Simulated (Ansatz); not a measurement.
## Response to strain in AlN

The reference is AlN in the wurtzite structure (space group P6_3mc, No. 186; a = 3.107 Å, c = 4.978 Å). Axes: x lies along a and z along c of the hexagonal cell.

Strains are applied to the cell and any free atomic positions relax; under biaxial strain the out-of-plane vector relaxes too.

Calculations: Kohn–Sham DFT with the r2SCAN functional, run in Ansatz (an electronic-structure program) with PAW and 500 eV plane waves, without spin-orbit coupling.

Notes on the quantities. in-plane stress: mean in-plane stress (compression positive).

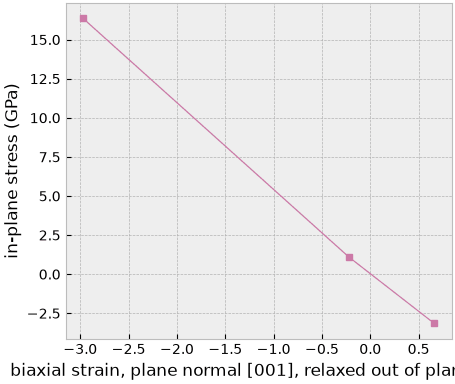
in-plane stress against biaxial strain, plane normal [001], relaxed out of plane

```csv
"biaxial strain, plane normal [001], relaxed out of plane (%)",in-plane stress
-2.97,+16.4 GPa
-0.22,+1.1 GPa
0.66,-3.1 GPa
```

Stability against distortions was not tested.
